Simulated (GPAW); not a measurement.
**Na/Ir(110): work function by functional and basis**

How far do functional and basis move the work function of Na/Ir(110)?

Program: GPAW 26.7.0. Level of theory: GPAW, PAW setups; slab in vacuum, relaxation, in the first sound run; inputs show where later runs differ. Results are calculated unless marked as measured.

## (1) Starting point

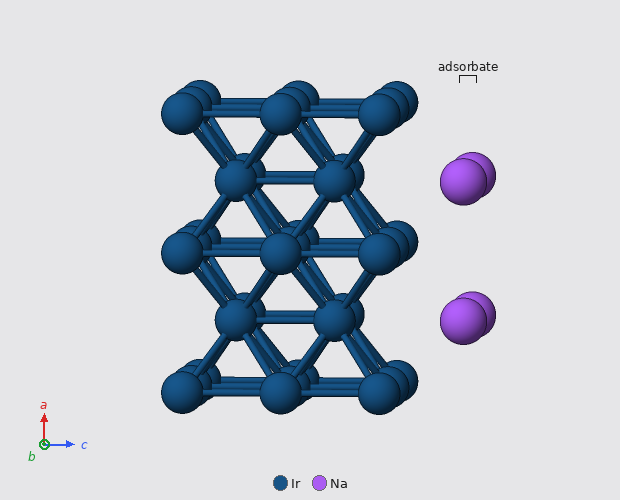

The cell as given, from the side, with the c axis across the page (iridium blue, sodium purple). 2×2×1 cells are drawn. Some periodic images of atoms are drawn too.

The cell holds 6 atoms: 5 Ir and 1 Na. Cell: a = 3.840 Å, b = 2.715 Å, c = 23.635 Å, α = 90.0°, β = 90.0°, γ = 90.0°. Vacuum lies along c.

Structure file:

```cif
data_structure
_symmetry_space_group_name_H-M 'P 1'
_symmetry_Int_Tables_number 1
_cell_length_a 3.8400
_cell_length_b 2.7153
_cell_length_c 23.6354
_cell_angle_alpha 90.000
_cell_angle_beta 90.000
_cell_angle_gamma 90.000
_cell_volume 246.44
loop_
_atom_site_label
_atom_site_type_symbol
_atom_site_fract_x
_atom_site_fract_y
_atom_site_fract_z
_atom_site_occupancy
Ir1 Ir 0.00000 0.00000 0.33847 1
Ir2 Ir 0.50000 0.50000 0.39592 1
Ir3 Ir 0.00000 0.00000 0.45336 1
Ir4 Ir 0.50000 0.50000 0.51080 1
Ir5 Ir 0.00000 0.00000 0.56824 1
Na6 Na 0.50000 0.50000 0.66153 1
```

## (2) Relaxing the atoms

The atoms are relaxed first, since the surface dipole, and with it the work function, follows the positions of the outer layers. The lowest 3 atoms are held at bulk positions and keep their forces.

Contents of run.py:

```python
import json
import numpy as np
from ase import Atoms
from ase.constraints import FixAtoms
from ase.optimize import BFGS
from gpaw import GPAW, PW

slab = Atoms(
    ['Ir', 'Ir', 'Ir', 'Ir', 'Ir', 'Na'],
    positions=[
        [0.00000, 0.00000, 8.00000],
        [1.92000, 1.35765, 9.35765],
        [0.00000, 0.00000, 10.71529],
        [1.92000, 1.35765, 12.07294],
        [0.00000, 0.00000, 13.43058],
        [1.92000, 1.35765, 15.63543]],
    cell=[[3.84, 0.0, 0.0], [0.0, 2.71529, 0.0], [0.0, 0.0, 23.63543]],
    pbc=[True, True, False])

slab.calc = GPAW(mode=PW(400), xc='PBE', kpts={'size': (8, 12, 1), 'gamma': True},
                 occupations={'name': 'fermi-dirac', 'width': 0.1}, nbands='160%',
                 convergence={'density': 1e-05}, maxiter=200,
                 poissonsolver={'dipolelayer': 'xy'},
                 symmetry={'tolerance': 1e-3, 'extra_ids': [1, 1, 1, 0, 0, 0]}, txt='slab.txt')
result = {}
slab.set_constraint(FixAtoms([0, 1, 2]))
path = []
opt = BFGS(slab, maxstep=0.2)
opt.attach(lambda: path.append((slab.get_potential_energy(), slab.positions.tolist(), slab.get_forces().tolist())))
result['relaxed'] = bool(opt.run(fmax=0.03, steps=40))
result['path'] = path
energy = slab.get_potential_energy()
fermi = slab.calc.get_fermi_level()
v = slab.calc.get_electrostatic_potential().mean((0, 1)) - fermi
n = slab.calc.get_pseudo_density().mean((0, 1))
L = slab.cell[2, 2]
z = np.arange(len(v)) * L / len(v)
low, high = slab.positions[:, 2].min(), slab.positions[:, 2].max()
below, above = np.interp([low - 5.8, high + 5.8], z, v)
slopes = [np.interp(x, z, np.gradient(v, z)) for x in (low - 5.8, high + 5.8)]
eps = np.array([[slab.calc.get_eigenvalues(k, s) for k in range(len(slab.calc.get_ibz_k_points()))]
                for s in range(slab.calc.get_number_of_spins())]) - fermi
top, bottom = eps[eps < 0].max(), eps[eps > 0].min()
dipole = slab.get_dipole_moment()[2]
print(f'energy {energy:.4f} eV, Fermi level {fermi:.4f} eV, dipole {dipole:.5f} e A')
print(f'potential 5.8 A off the faces, from the Fermi level: lower {below:.4f} eV, upper {above:.4f} eV')
print(f'slope of the potential there: lower {slopes[0]:.5f}, upper {slopes[1]:.5f} eV/A')
print(f'nearest levels on the mesh: {top:.4f} and {bottom:.4f} eV')
print('magnetic moment', round(slab.get_magnetic_moment(), 3))
result.update(energy=energy, fermi=fermi, dipole=dipole, below=below, above=above, slopes=slopes, edges=[top, bottom],
              z=z.tolist(), v=v.tolist(), n=n.tolist(), positions=slab.positions.tolist(),
              forces=slab.get_forces(apply_constraint=False).tolist(), moments=slab.get_magnetic_moments().tolist())
json.dump(result, open('result.json', 'w'))
```

On the command line:

```bash
> OMP_NUM_THREADS=1 OPENBLAS_NUM_THREADS=1 python run.py
```

Log:

```text
Step          Energy          fmax
BFGS:    0      -45.024723        1.233684
BFGS:    1      -45.053480        1.027291
BFGS:    2      -45.128358        0.480481
BFGS:    3      -45.134589        0.461288
BFGS:    4      -45.169058        0.357674
BFGS:    5      -45.174096        0.292460
BFGS:    6      -45.178128        0.269241
BFGS:    7      -45.181249        0.338515
BFGS:    8      -45.189934        0.401667
BFGS:    9      -45.196645        0.290324
BFGS:   10      -45.200058        0.067384
BFGS:   11      -45.200334        0.008335
energy -45.0816 eV, Fermi level 2.0044 eV, dipole 0.15132 e A
potential 5.8 A off the faces, from the Fermi level: lower 5.0942 eV, upper 2.4651 eV
slope of the potential there: lower -0.00013, upper 0.00101 eV/A
nearest levels on the mesh: -0.0021 and 0.0021 eV
magnetic moment 0.0
```

Wall time 52 min (1 thread of Arm Neoverse V2, shared host); peak memory 0.39 GiB.

Relaxation path:

| step | energy less that of the first step (eV) | largest force (eV/Å) |
| --- | --- | --- |
| 1 | 0.0000 | 1.2337 |
| 2 | -0.0293 | 1.0273 |
| 3 | -0.1065 | 0.4805 |
| 4 | -0.1128 | 0.4613 |
| 5 | -0.1477 | 0.3577 |
| 6 | -0.1525 | 0.2925 |
| 7 | -0.1562 | 0.2692 |
| 8 | -0.1593 | 0.3385 |
| 9 | -0.1686 | 0.4017 |
| 10 | -0.1765 | 0.2903 |
| 11 | -0.1810 | 0.0674 |
| 12 | -0.1813 | 0.0083 |

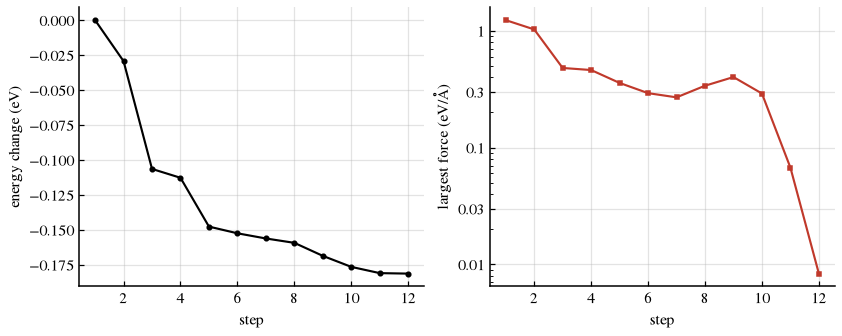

Energy and largest force along the relaxation.

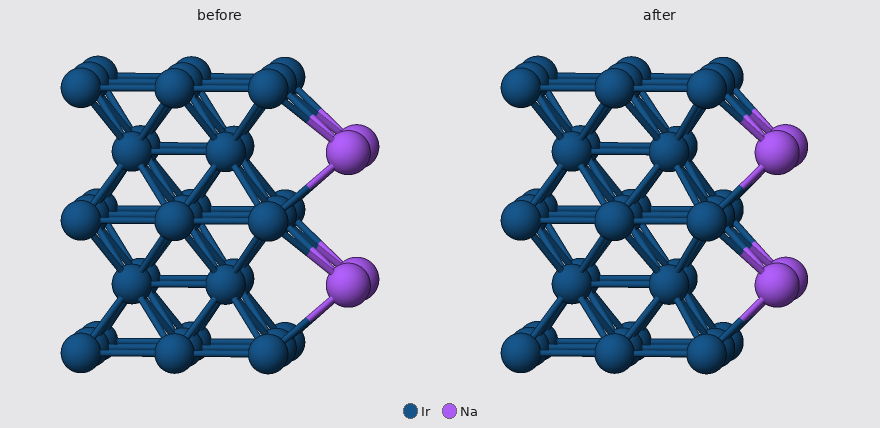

Before and after, at one scale.

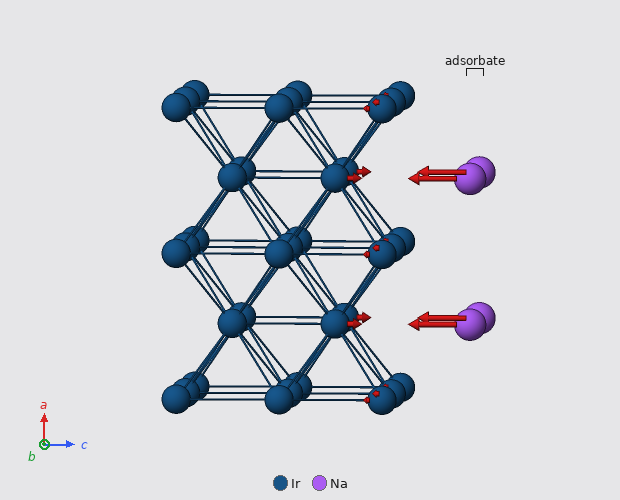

Displacements in the relaxation, exaggerated; the longest in the cell stands for 0.32 Å. 2×2×1 cells are drawn. Some periodic images of atoms are drawn too.

The atoms that moved most (Å):

| atom | dx | dy | dz | length |
| --- | --- | --- | --- | --- |
| Na6 | 0.000 | 0.000 | -0.323 | 0.323 |
| Ir4 | 0.000 | 0.000 | 0.099 | 0.099 |
| Ir5 | 0.000 | 0.000 | -0.047 | 0.047 |

The relaxed structure:

```cif
data_structure
_symmetry_space_group_name_H-M 'P 1'
_symmetry_Int_Tables_number 1
_cell_length_a 3.8400
_cell_length_b 2.7153
_cell_length_c 23.6354
_cell_angle_alpha 90.000
_cell_angle_beta 90.000
_cell_angle_gamma 90.000
_cell_volume 246.44
loop_
_atom_site_label
_atom_site_type_symbol
_atom_site_fract_x
_atom_site_fract_y
_atom_site_fract_z
_atom_site_occupancy
Ir1 Ir 0.00000 0.00000 0.33847 1
Ir2 Ir 0.50000 0.50000 0.39592 1
Ir3 Ir 0.00000 0.00000 0.45336 1
Ir4 Ir 0.50000 0.50000 0.51501 1
Ir5 Ir 0.00000 0.00000 0.56624 1
Na6 Na 0.50000 0.50000 0.64786 1
```

This step gave:

* dipole along the normal: 0.1513 e·Å
* levels nearest the Fermi level on the mesh: -0.002138, 0.002111 eV from the Fermi level
* upper work function: 2.465 eV
* lower work function: 5.094 eV

The electrostatic potential energy of an electron (without an applied field's), less the Fermi level, planar mean oscillates, so the rows of the table below give means over windows of 2 Å about each position, cut where the curve ends. Its maxima inside the range that stand out by 2 % of the span (Å: eV): 2.4: 5.09, 8.7: -10.2, 10.0: -10.7, 11.4: -8.91, 12.8: -13.5, 14.6: -0.0302. Its minima: 8.0: -17.7, 9.4: -18.9, 10.7: -18.6, 12.2: -19.2, 13.3: -18.4, 15.3: -3.86.

Table of electrostatic potential energy of an electron (without an applied field's), less the Fermi level, planar mean by z; means over each step:

| z (Å) | electrostatic potential energy of an electron (without an applied field's), less the Fermi level, planar mean (eV) |
| --- | --- |
| 0 | 4.85 |
| 2 | 5.09 |
| 4 | 5.09 |
| 6 | 4.45 |
| 8 | -10.5 |
| 10 | -15.5 |
| 12 | -14.1 |
| 14 | -7.84 |
| 16 | -0.957 |
| 18 | 2.26 |
| 20 | 2.46 |
| 22 | 2.47 |

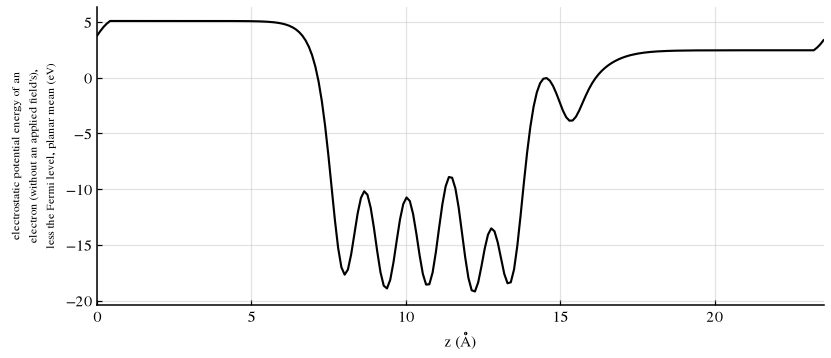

Electrostatic potential energy of an electron (without an applied field's), less the Fermi level, planar mean against z.

The pseudo valence density, planar mean oscillates, so the rows of the table below give means over windows of 2.5 Å about each position, cut where the curve ends. Its maxima inside the range that stand out by 2 % of the span (Å: e/Å³): 8.0: 1.46, 9.3: 1.47, 10.8: 1.48, 12.2: 1.50, 13.3: 1.46, 15.4: 0.796. Its minima: 8.7: 0.693, 10.1: 0.709, 11.4: 0.612, 12.9: 0.868, 14.6: 0.164.

Table of pseudo valence density, planar mean by z; means over each step:

| z (Å) | pseudo valence density, planar mean (e/Å³) |
| --- | --- |
| 2.5 | 4.2e-6 |
| 5.0 | 0.00283 |
| 7.5 | 0.596 |
| 10.0 | 1.08 |
| 12.5 | 1.08 |
| 15.0 | 0.384 |
| 17.5 | 0.00709 |
| 20.0 | 1.4e-4 |

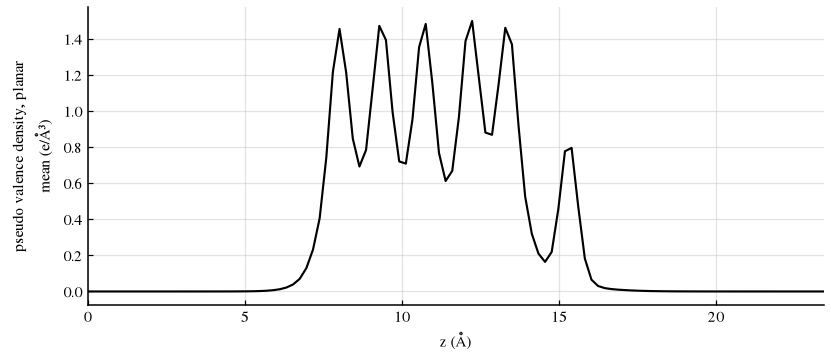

Pseudo valence density, planar mean against z.

The relaxation lowered the energy of the cell by 0.181 eV (energies extrapolated to zero smearing; the optimiser's log prints free energies). The largest force left on a free atom is 0.0083 eV/Å.

## (3) The slab's potential

With the geometry fixed, the planar mean of the potential gives the vacuum level on each side.

This step: GPAW, PAW setups; slab in vacuum (GPAW 26.7.0).

run.py: that of step 2 with these lines changed.

```diff
@@ -3,4 +3,2 @@
 from ase import Atoms
-from ase.constraints import FixAtoms
-from ase.optimize import BFGS
 from gpaw import GPAW, PW
@@ -13,5 +11,5 @@
         [0.00000, 0.00000, 10.71529],
-        [1.92000, 1.35765, 12.07294],
-        [0.00000, 0.00000, 13.43058],
-        [1.92000, 1.35765, 15.63543]],
+        [1.92000, 1.35765, 12.17238],
+        [0.00000, 0.00000, 13.38333],
+        [1.92000, 1.35765, 15.31251]],
     cell=[[3.84, 0.0, 0.0], [0.0, 2.71529, 0.0], [0.0, 0.0, 23.63543]],
@@ -23,10 +21,4 @@
                  poissonsolver={'dipolelayer': 'xy'},
-                 symmetry={'tolerance': 1e-3, 'extra_ids': [1, 1, 1, 0, 0, 0]}, txt='slab.txt')
+                 symmetry={'tolerance': 1e-3}, txt='slab.txt')
 result = {}
-slab.set_constraint(FixAtoms([0, 1, 2]))
-path = []
-opt = BFGS(slab, maxstep=0.2)
-opt.attach(lambda: path.append((slab.get_potential_energy(), slab.positions.tolist(), slab.get_forces().tolist())))
-result['relaxed'] = bool(opt.run(fmax=0.03, steps=40))
-result['path'] = path
 energy = slab.get_potential_energy()
```

Log:

```text
energy -45.0816 eV, Fermi level 2.0045 eV, dipole 0.15155 e A
potential 5.8 A off the faces, from the Fermi level: lower 5.0944 eV, upper 2.4647 eV
slope of the potential there: lower -0.00015, upper 0.00104 eV/A
nearest levels on the mesh: -0.0021 and 0.0021 eV
magnetic moment 0.0
```

Wall time 5.9 min (1 thread); peak memory 0.38 GiB.

Numbers from this step:

```yaml
dipole_along_the_normal: 0.1516 e·Å
levels_nearest_the_fermi_level_on_the_mesh: -0.002137, 0.002120 eV from the Fermi level
```

The electrostatic potential energy of an electron (without an applied field's), less the Fermi level, planar mean oscillates, so the rows of the table below give means over windows of 1 Å about each position, cut where the curve ends. Its maxima inside the range that stand out by 2 % of the span (Å: eV): 2.2: 5.09, 8.7: -10.2, 10.0: -10.7, 11.4: -8.91, 12.8: -13.5, 14.6: -0.0303. Its minima: 8.0: -17.7, 9.4: -18.9, 10.7: -18.6, 12.2: -19.2, 13.3: -18.4, 15.3: -3.86.

The electrostatic potential energy of an electron (without an applied field's), less the Fermi level, planar mean by z; means over each step:

| z (Å) | electrostatic potential energy of an electron (without an applied field's), less the Fermi level, planar mean (eV) |
| --- | --- |
| 0 | 4.60 |
| 1 | 5.09 |
| 2 | 5.09 |
| 3 | 5.09 |
| 4 | 5.09 |
| 5 | 5.07 |
| 6 | 4.78 |
| 7 | 0.612 |
| 8 | -14.2 |
| 9 | -14.4 |
| 10 | -13.5 |
| 11 | -14.3 |
| 12 | -15.5 |
| 13 | -15.9 |
| 14 | -6.56 |
| 15 | -2.14 |
| 16 | -0.914 |
| 17 | 1.71 |
| 18 | 2.32 |
| 19 | 2.44 |
| 20 | 2.46 |
| 21 | 2.46 |
| 22 | 2.46 |
| 23 | 2.57 |

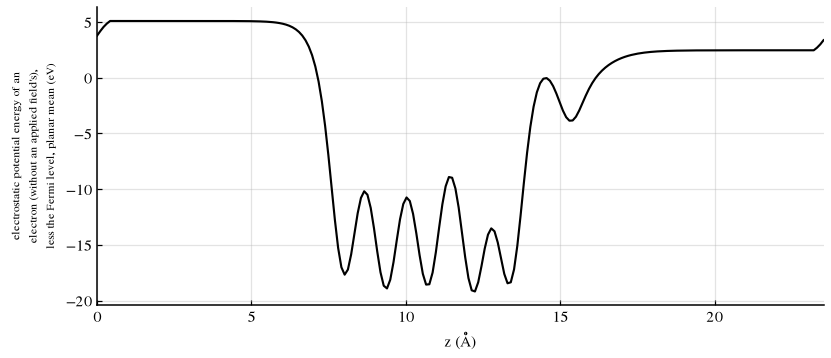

Electrostatic potential energy of an electron (without an applied field's), less the Fermi level, planar mean, plotted against z.

The pseudo valence density, planar mean oscillates, so the rows of the table below give means over windows of 1 Å about each position, cut where the curve ends. Its maxima inside the range that stand out by 2 % of the span (Å: e/Å³): 8.0: 1.46, 9.3: 1.47, 10.8: 1.48, 12.2: 1.50, 13.3: 1.46, 15.4: 0.796. Its minima: 8.7: 0.693, 10.1: 0.709, 11.4: 0.612, 12.9: 0.868, 14.6: 0.164.

The pseudo valence density, planar mean by z; means over each step:

| z (Å) | pseudo valence density, planar mean (e/Å³) |
| --- | --- |
| 4 | 6.8e-5 |
| 5 | 8.9e-4 |
| 6 | 0.0127 |
| 7 | 0.205 |
| 8 | 1.09 |
| 9 | 1.06 |
| 10 | 0.939 |
| 11 | 1.05 |
| 12 | 1.13 |
| 13 | 1.13 |
| 14 | 0.575 |
| 15 | 0.479 |
| 16 | 0.185 |
| 17 | 0.00949 |
| 18 | 0.00227 |
| 19 | 4.5e-4 |
| 20 | 8.0e-5 |

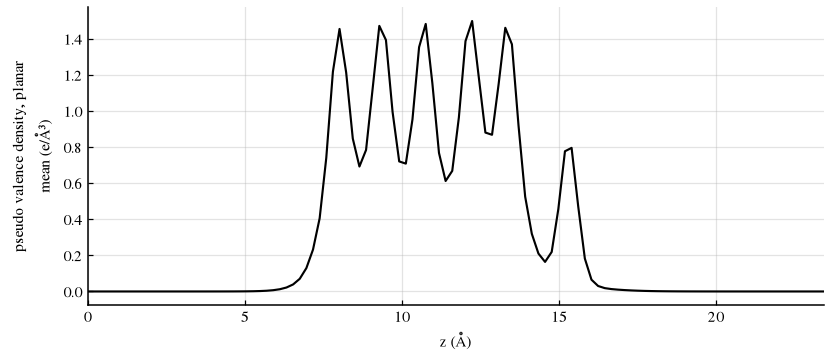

Pseudo valence density, planar mean, plotted against z.

Force by atom:

| atom | x (eV/Å) | y (eV/Å) | z (eV/Å) | size |
| --- | --- | --- | --- | --- |
| Ir1 | 0.00 | 0.00 | 1.44 | 1.44 |
| Ir2 | 0.00 | 0.00 | -1.02 | 1.02 |
| Ir3 | 0.00 | 0.00 | -0.44 | 0.44 |
| Ir4 | 0.00 | 0.00 | 0.01 | 0.01 |
| Ir5 | 0.00 | 0.00 | 0.00 | 0.00 |
| Na6 | 0.00 | 0.00 | 0.00 | 0.00 |

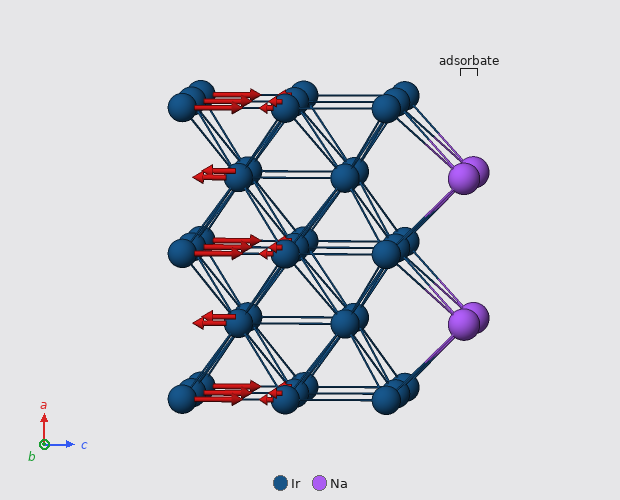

Force as arrows, the longest 1.44 eV/Å. 2×2×1 cells are drawn. Some periodic images of atoms are drawn too.

The potential is flat to 0.001 eV/Å where it is read, so the vacuum is wide enough.

(Continued in part 2 of 2.)

[Logs are printed without paths, hosts, clocks, repeated set-up lines and the standing remarks that a program may print on its own settings, such as how far it seeks lower states.]

[Hosts, paths, dates, database ids (printed as entryN), source tags and the programs' standing remarks are cut or masked in the printed files.]
